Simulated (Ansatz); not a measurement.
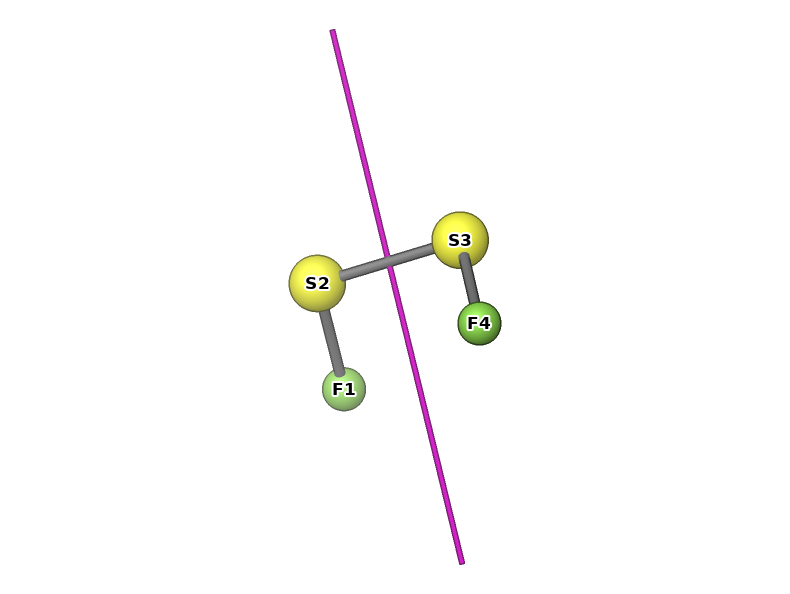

A line through the centre of mass is drawn in. Depth is shown by fading: the farther an atom, the more it takes the colour of the background. The geometry was computed by an optimisation with PBE0-D4/def2-TZVP.

Question: Is the line a proper rotation axis of the structure, and of what order?

Answer: Yes, a C2 axis. A turn by 180° leaves no atom in place and moves F1 ↔ F4; S2 ↔ S3. The point group is C2.
